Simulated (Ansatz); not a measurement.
## Geometry relaxation of CH₆GaN

System: CH₆GaN.
Method: HF/3-21G, RHF (Ansatz 0.2.0).

The geometry comes from this level: PBE0-D4/def2-TZVP. Figures and captions count atoms from 1; the log counts them from 0 in places.

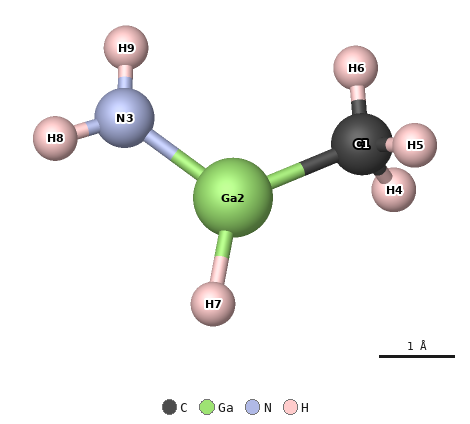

**Figure 1.** The starting structure (ball-and-stick view, seen at a tilt; atoms are numbered from 1 in the order of the input). Sticks mark near contacts. Bond lengths as drawn: C–Ga 1.96 Å, C–H 1.09 Å, Ga–H 1.57 Å, Ga–N 1.82 Å and H–N 1.01 Å.

**Summary**

| quantity | value |
| --- | --- |
| outcome | converged |
| total energy | −2009.183782 hartree |
| basis functions | 53 |
| largest force | 0.002 eV/Å |
| SCF solution under orbital rotations | stable |
| HOMO | −10.34 eV |
| LUMO | 2.72 eV |
| dipole moment | 1.14 D |
| hardware | 1 thread of Arm Neoverse V2, 112 GiB of memory available, shared host |
| wall time | 5.7 s |
| peak memory | 0.11 GiB |

**The input**
```yaml
crystal:
  periodic: [false, false, false]
  atoms:
    - {symbol: C, position_ang: [-0.279100, 0.944700, -1.124800]}
    - {symbol: Ga, position_ang: [0.513400, -0.531900, -0.104400]}
    - {symbol: "N", position_ang: [-0.068200, -0.807600, 1.596800]}
    - {symbol: H, position_ang: [-0.756000, 0.568300, -2.033100]}
    - {symbol: H, position_ang: [0.493400, 1.652200, -1.435600]}
    - {symbol: H, position_ang: [-1.026300, 1.483500, -0.540100]}
    - {symbol: H, position_ang: [1.617900, -1.521300, -0.608700]}
    - {symbol: H, position_ang: [0.276500, -1.536600, 2.197700]}
    - {symbol: H, position_ang: [-0.771600, -0.251300, 2.052200]}
basis:
  gaussian:
    orbitals: 3-21G.json
hamiltonian:
  xc: hf
relax:
  f_tol: 0.002
output:
  orbitals: {seedname: orbitals}
```

Launch command:
```bash
ansatz run in.yaml --threads 1 --pin off --max-ram 3480MiB --events-out events.jsonl --progress --plain --runs-dir runs
```

**Output**
```
The last accepted step is kept in runs//last_step.txt (removed where the run ends without a failure and the disk answers)
Functional definition: HF
  name "HF"
  exchange = exact_x
  correlation = 0
626 factors; integrals over basis functions are off by at most 5.1e-4 eV
mean field evaluation 1: about -54670.1539 eV, gradient 3.4e1 eV
mean field evaluation 2: about -54670.1601 eV, gradient 3.4e1 eV
mean field evaluation 4: about -54672.6314 eV, gradient 2.2e0 eV
mean field evaluation 8: about -54672.6492 eV, gradient 7.0e-3 eV
mean field -54672.64921879 eV, -2009.1828003379 hartree, gradient 1.0e-5 eV, S^2 0.000000; 0 other end points of the search recorded, 0 dependent functions left out
the calculation of the forces begins
reference -54672.64921879 eV, -2009.1828003379 hartree; 25, 25 occupied and 28, 28 virtual orbitals, 626 factors
relax step   1: F+E_penalty+E_count = -54672.64921879 eV  Δ(F+E_penalty+E_count) = +0.000e0 eV  max|allowed force component| = 1.138e0 eV/Å  Δτ_max = 0.0000 Å  (30 SCF iters, accepted)
these checks for a lower state are left out or cut short: starts, cluster_reference, orbital_swaps, neighbouring_geometries, increment
626 factors; integrals over basis functions are off by at most 5.1e-4 eV
mean field -54672.67316456 eV, -2009.1836803288 hartree, gradient 4.2e-5 eV, S^2 0.000000; 0 other end points of the search recorded, 0 dependent functions left out
the calculation of the forces begins
reference -54672.67316456 eV, -2009.1836803288 hartree; 25, 25 occupied and 28, 28 virtual orbitals, 626 factors
relax step   2: F+E_penalty+E_count = -54672.67316456 eV  Δ(F+E_penalty+E_count) = -2.395e-2 eV  max|allowed force component| = 3.403e-1 eV/Å  Δτ_max = 0.0278 Å  (22 SCF iters, accepted)
these checks for a lower state are left out or cut short: starts, cluster_reference, orbital_swaps, neighbouring_geometries, increment
626 factors; integrals over basis functions are off by at most 5.1e-4 eV
mean field evaluation 16: about -54672.6664 eV, gradient 9.8e-1 eV
mean field -54672.67566225 eV, -2009.1837721170 hartree, gradient 4.4e-5 eV, S^2 0.000000; 0 other end points of the search recorded, 0 dependent functions left out
the calculation of the forces begins
reference -54672.67566225 eV, -2009.1837721170 hartree; 25, 25 occupied and 28, 28 virtual orbitals, 626 factors
relax step   3: F+E_penalty+E_count = -54672.67566225 eV  Δ(F+E_penalty+E_count) = -2.498e-3 eV  max|allowed force component| = 3.556e-2 eV/Å  Δτ_max = 0.0141 Å  (23 SCF iters, accepted)
these checks for a lower state are left out or cut short: starts, cluster_reference, orbital_swaps, neighbouring_geometries, increment
626 factors; integrals over basis functions are off by at most 5.1e-4 eV
mean field -54672.67590824 eV, -2009.1837811570 hartree, gradient 4.3e-5 eV, S^2 0.000000; 0 other end points of the search recorded, 0 dependent functions left out
the calculation of the forces begins
reference -54672.67590824 eV, -2009.1837811570 hartree; 25, 25 occupied and 28, 28 virtual orbitals, 626 factors
relax step   4: F+E_penalty+E_count = -54672.67590824 eV  Δ(F+E_penalty+E_count) = -2.460e-4 eV  max|allowed force component| = 2.566e-2 eV/Å  Δτ_max = 0.0053 Å  (23 SCF iters, accepted)
these checks for a lower state are left out or cut short: starts, cluster_reference, orbital_swaps, neighbouring_geometries, increment
626 factors; integrals over basis functions are off by at most 5.1e-4 eV
mean field -54672.67592405 eV, -2009.1837817380 hartree, gradient 4.3e-5 eV, S^2 0.000000; 0 other end points of the search recorded, 0 dependent functions left out
the calculation of the forces begins
reference -54672.67592405 eV, -2009.1837817380 hartree; 25, 25 occupied and 28, 28 virtual orbitals, 626 factors
relax step   5: F+E_penalty+E_count = -54672.67592405 eV  Δ(F+E_penalty+E_count) = -1.581e-5 eV  max|allowed force component| = 4.108e-3 eV/Å  Δτ_max = 0.0031 Å  (24 SCF iters, accepted)
these checks for a lower state are left out or cut short: starts, cluster_reference, orbital_swaps, neighbouring_geometries, increment
626 factors; integrals over basis functions are off by at most 5.1e-4 eV
mean field evaluation 32: about -54672.6759 eV, gradient 3.3e-2 eV
mean field -54672.67592601 eV, -2009.1837818101 hartree, gradient 2.1e-5 eV, S^2 0.000000; 0 other end points of the search recorded, 0 dependent functions left out
the calculation of the forces begins
reference -54672.67592601 eV, -2009.1837818101 hartree; 25, 25 occupied and 28, 28 virtual orbitals, 626 factors
relax step   6: F+E_penalty+E_count = -54672.67592601 eV  Δ(F+E_penalty+E_count) = -1.962e-6 eV  max|allowed force component| = 1.541e-3 eV/Å  Δτ_max = 0.0008 Å  (16 SCF iters, accepted)
```

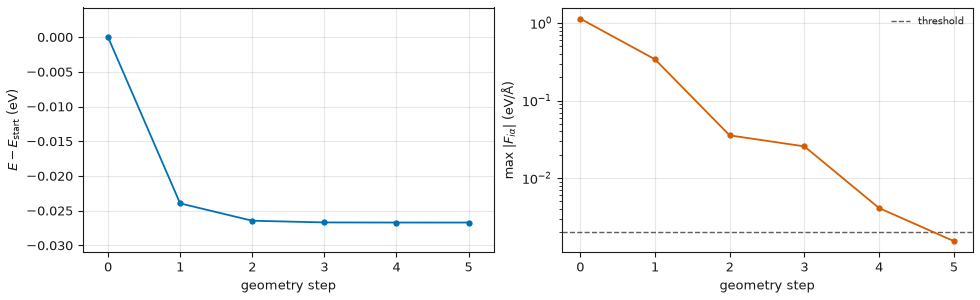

**Figure 2.** Progress of the relaxation, step by step (the first geometry is step 0 here and step 1 in the log).

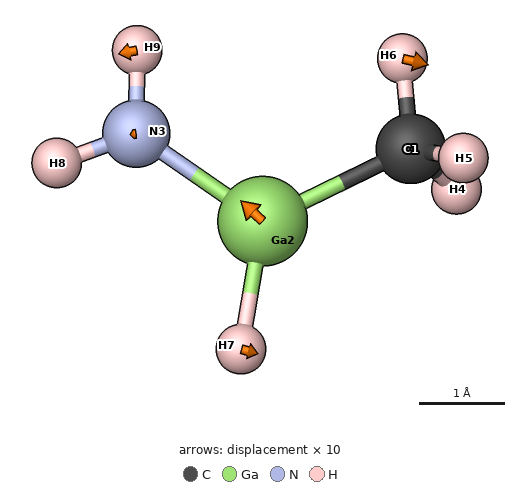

**Figure 3.** The starting structure with the displacements as orange arrows, magnified 10 times (ball-and-stick view, seen at a tilt). The two geometries are laid on each other by the best rigid fit. After 5 geometry steps the energy has fallen by 0.027 eV. Largest force component: 1.1 eV/Å at the start, 0.0015 eV/Å at the end. Ga2 moves most after the best rigid fit: 0.037 Å. Largest moves by element: Ga 0.037 Å, H 0.033 Å, N 0.008 Å, C 0.006 Å. Distances before and after: Ga2–N3 1.819 → 1.788 Å, Ga2–H7 1.566 → 1.590 Å, C1–Ga2 1.962 → 1.977 Å, C1–H4 1.093 → 1.087 Å. Among the angles that change: C1–Ga2–H7 126.4° → 123.3°. (Atoms are counted from 1 in the order of the input.)

```
626 factors; integrals over basis functions are off by at most 5.1e-4 eV
mean field -54672.67592601 eV, -2009.1837818101 hartree, gradient 2.1e-5 eV, S^2 0.000000; 1 other end points of the search recorded, 0 dependent functions left out
the calculation of the forces begins
reference -54672.67592601 eV, -2009.1837818101 hartree; 25, 25 occupied and 28, 28 virtual orbitals, 626 factors
Total energy: -54672.67592601 eV, -2009.1837818101 hartree
Atom 0 at    -0.276655     0.944946    -1.130666 Å, force     0.000281    -0.000223     0.000120 eV/Å
Atom 1 at     0.498396    -0.533236    -0.070783 Å, force    -0.001254     0.001541    -0.000570 eV/Å
Atom 2 at    -0.066295    -0.812738     1.602882 Å, force    -0.000753     0.000965     0.000004 eV/Å
Atom 3 at    -0.751312     0.572309    -2.034621 Å, force    -0.000004    -0.000082     0.000117 eV/Å
Atom 4 at     0.490645     1.649634    -1.440386 Å, force     0.000009     0.000023     0.000094 eV/Å
Atom 5 at    -1.024259     1.497229    -0.569540 Å, force    -0.000117     0.000175    -0.000055 eV/Å
Atom 6 at     1.619784    -1.512454    -0.628568 Å, force     0.000809    -0.000962    -0.000129 eV/Å
Atom 7 at     0.275554    -1.538805     2.202817 Å, force     0.000375    -0.000763     0.001085 eV/Å
Atom 8 at    -0.765859    -0.266885     2.068866 Å, force     0.000654    -0.000674    -0.000666 eV/Å
Dipole moment:    -0.132794     0.046240     0.191782 e Å
```

**Trajectory as extended XYZ (Å, eV, eV/Å), 6 frames, from step=1 to step=6**
```
9
Properties=species:S:1:pos:R:3:forces:R:3 step=1 energy=-54672.64922
C    -0.2791    0.9447   -1.1248   -0.0077   0.1519  -0.2670
Ga    0.5134   -0.5319   -0.1044   -0.4253  -0.1424   1.1383
N    -0.0682   -0.8076    1.5968    0.2345   0.1029  -0.6667
H    -0.7560    0.5683   -2.0331    0.0369   0.1615   0.1728
H     0.4934    1.6522   -1.4356   -0.2233  -0.0644   0.0472
H    -1.0263    1.4835   -0.5401    0.1541  -0.0794  -0.1773
H     1.6179   -1.5213   -0.6087    0.2095  -0.1423  -0.1776
H     0.2765   -1.5366    2.1977   -0.1136   0.1590  -0.0532
H    -0.7716   -0.2513    2.0522    0.1349  -0.1469  -0.0163
9
Properties=species:S:1:pos:R:3:forces:R:3 step=2 energy=-54672.67317
C    -0.2734    0.9415   -1.1311   -0.0394   0.0929  -0.0898
Ga    0.5041   -0.5353   -0.0785   -0.1200  -0.0482   0.3403
N    -0.0677   -0.8113    1.6053    0.1047   0.0504  -0.3243
H    -0.7557    0.5790   -2.0367    0.0206  -0.0157   0.0499
H     0.4858    1.6557   -1.4434   -0.0099  -0.0420   0.0350
H    -1.0190    1.4860   -0.5591   -0.0013   0.0071  -0.0095
H     1.6213   -1.5157   -0.6256    0.0506  -0.0423  -0.0290
H     0.2739   -1.5386    2.2048   -0.0353   0.0395   0.0082
H    -0.7695   -0.2612    2.0642    0.0300  -0.0419   0.0192
9
Properties=species:S:1:pos:R:3:forces:R:3 step=3 energy=-54672.67566
C    -0.2769    0.9440   -1.1281   -0.0044   0.0176  -0.0169
Ga    0.5001   -0.5349   -0.0718    0.0032  -0.0052  -0.0356
N    -0.0695   -0.8140    1.5986    0.0251   0.0115   0.0245
H    -0.7521    0.5729   -2.0324    0.0023  -0.0016  -0.0039
H     0.4892    1.6502   -1.4372    0.0031   0.0004  -0.0045
H    -1.0251    1.4960   -0.5669    0.0075  -0.0125   0.0063
H     1.6220   -1.5166   -0.6263   -0.0061   0.0115  -0.0025
H     0.2772   -1.5354    2.2010   -0.0191  -0.0077   0.0177
H    -0.7648   -0.2622    2.0633   -0.0116  -0.0140   0.0147
9
Properties=species:S:1:pos:R:3:forces:R:3 step=4 energy=-54672.67591
C    -0.2764    0.9446   -1.1303   -0.0003   0.0003  -0.0052
Ga    0.4992   -0.5340   -0.0716    0.0051   0.0000  -0.0037
N    -0.0661   -0.8125    1.6018   -0.0090  -0.0037   0.0257
H    -0.7519    0.5729   -2.0343    0.0010  -0.0005   0.0032
H     0.4897    1.6506   -1.4401   -0.0001  -0.0027   0.0029
H    -1.0239    1.4952   -0.5674   -0.0023   0.0035  -0.0009
H     1.6210   -1.5133   -0.6287   -0.0006  -0.0005  -0.0011
H     0.2737   -1.5384    2.2036    0.0006   0.0075  -0.0132
H    -0.7652   -0.2650    2.0670    0.0056  -0.0039  -0.0076
9
Properties=species:S:1:pos:R:3:forces:R:3 step=5 energy=-54672.67592
C    -0.2766    0.9451   -1.1307   -0.0004   0.0009  -0.0008
Ga    0.4984   -0.5331   -0.0709    0.0023  -0.0041   0.0019
N    -0.0663   -0.8126    1.6028    0.0033  -0.0037   0.0002
H    -0.7515    0.5725   -2.0346    0.0003  -0.0001  -0.0005
H     0.4906    1.6499   -1.4405   -0.0001  -0.0006   0.0001
H    -1.0242    1.4974   -0.5695    0.0005  -0.0003   0.0004
H     1.6200   -1.5132   -0.6283   -0.0037   0.0041   0.0011
H     0.2759   -1.5385    2.2029   -0.0005   0.0016  -0.0023
H    -0.7662   -0.2673    2.0689   -0.0016   0.0023  -0.0001
9
Properties=species:S:1:pos:R:3:forces:R:3 step=6 energy=-54672.67593
C    -0.2767    0.9449   -1.1307    0.0003  -0.0002   0.0001
Ga    0.4984   -0.5332   -0.0708   -0.0013   0.0015  -0.0006
N    -0.0663   -0.8127    1.6029   -0.0008   0.0010   0.0000
H    -0.7513    0.5723   -2.0346    0.0000  -0.0001   0.0001
H     0.4906    1.6496   -1.4404    0.0000   0.0000   0.0001
H    -1.0243    1.4972   -0.5695   -0.0001   0.0002  -0.0001
H     1.6198   -1.5125   -0.6286    0.0008  -0.0010  -0.0001
H     0.2756   -1.5388    2.2028    0.0004  -0.0008   0.0011
H    -0.7659   -0.2669    2.0689    0.0007  -0.0007  -0.0007
```

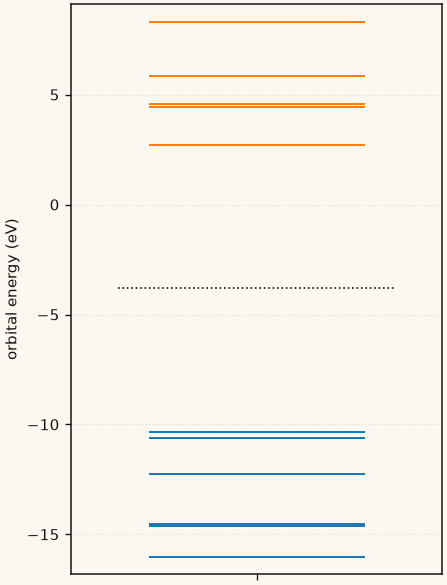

**Figure 4.** Orbital energies near the frontier; the dotted line parts filled from empty levels, and levels within 0.02 eV of each other stand side by side. Highest filled −10.34 eV, lowest empty 2.72 eV, 13.06 eV apart.
